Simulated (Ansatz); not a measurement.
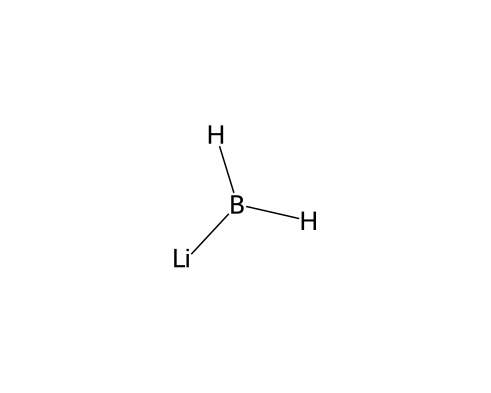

A structural formula.

> Give its SMILES.

[Li][BH2]

> What is the molecular formula?

BH2Li.

> An optimisation with PBE0-D4/def2-TZVP gave a structure of which point group?

C2v.

The parts below concern this one geometry. Atoms keep their numbers from picture to picture. Computed geometry: PBE0-D4/def2-TZVP optimisation. No frequency run is at hand to confirm it as a minimum.

Electronic properties

No frequency run is at hand to confirm it as a minimum. Properties computed with RKS PBE0-D4/def2-TZVPP (Ansatz 0.2.0).

> Estimate the HOMO energy (Kohn–Sham orbital).

−4.85 eV.

> Estimate the LUMO energy (Kohn–Sham orbital).

−1.11 eV.

Dipole moment

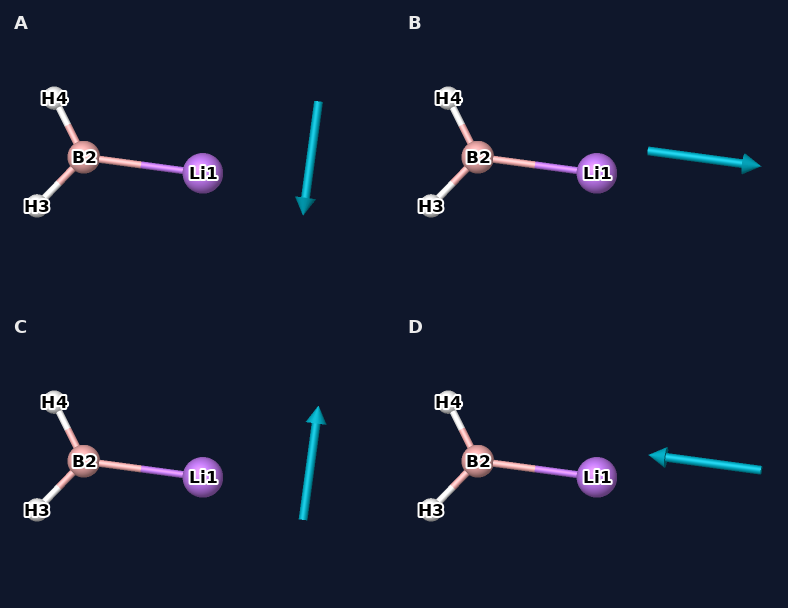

The same molecule four times, each with an arrow. No frequency run is at hand to confirm it as a minimum. Properties computed with RKS PBE0-D4/def2-TZVP (Ansatz 0.2.0).

> Which arrow points along the dipole moment, from the negative to the positive end?

B. The dipole moment is 5.46 D; it points from the side of H3, H4 to the side of Li1 (the outermost atoms at the two ends).

Charges

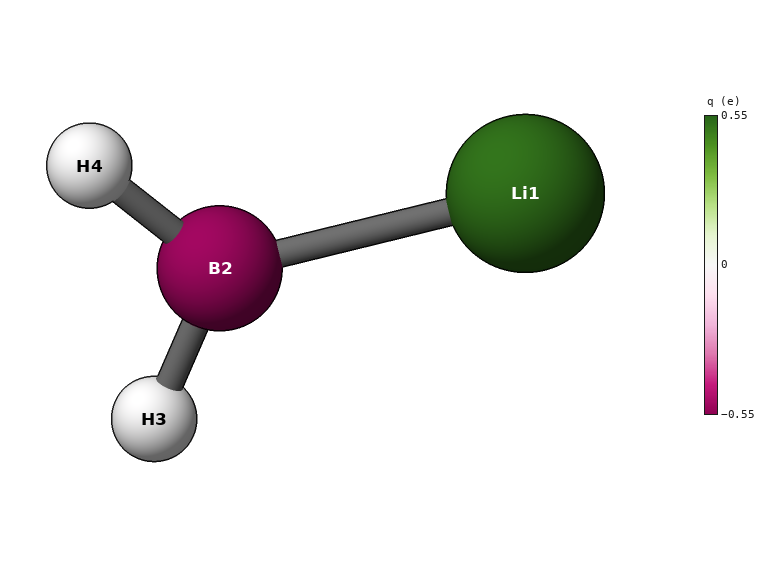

Atoms are coloured by their Mulliken charges. No frequency run is at hand to confirm it as a minimum. Level of theory: RKS PBE0-D4/def2-TZVP (Ansatz 0.2.0).

Give the Mulliken charges atom by atom.

```
atom  value (e)
 Li1       0.52
  B2      −0.52
  H3       0.00
  H4       0.00
```

Mulliken values depend strongly on the basis set and can even reverse the polarity of a bond.
